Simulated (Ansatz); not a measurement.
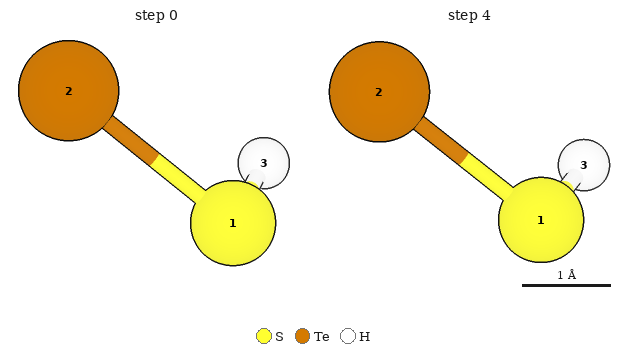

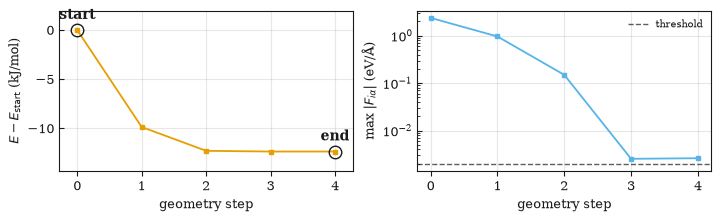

First and last geometry of a relaxation of HTeS (multiplicity 2), with the history of the run. A ball-and-stick model, seen from a free direction.

Level of theory: UKS PBE-D4/def2-SVP in Ansatz.

Input file:
```yaml
crystal:
  periodic: [false, false, false]
  atoms:
    - {symbol: S, position_ang: [-0.682072, 0.554931, -0.361910]}
    - {symbol: Te, position_ang: [1.430674, 0.274549, 0.840318]}
    - {symbol: H, position_ang: [-0.792392, -0.711844, -0.539853]}
basis:
  gaussian: {orbitals: def2-SVP}
magnetization: {spin_polarized: true, initial_magnetization: 1}
hamiltonian: {xc: pbe, dispersion: d4}
relax: {f_tol: 0.002, max_steps: 5, max_displacement: 0.05}
```

Launched with:
```bash
ansatz run in.yaml --threads 2 --pin off --events-out ev --progress --plain --max-ram 3481MiB
```

**Did the run converge, and what did it change?**

The relaxation stopped without meeting its thresholds, so the last structure isn't shown to be converged. It used up its limit of 5 steps. H3 moves most after the best rigid fit: 0.11 Å. Largest moves by element: H 0.11 Å, S 0.07 Å, Te 0.05 Å. Among the contacts that change: S1–H3 1.284 → 1.369 Å, S1–Te2 2.447 → 2.395 Å. Bond angles that change, for instance: Te2–S1–H3 91.7° → 99.0°. After 4 geometry steps the energy has fallen by 12.4 kJ/mol. The largest force component goes from 2.4 to 0.0026 eV/Å. Cost: 4.1 s on 2 threads of Arm Neoverse V2 (shared host).
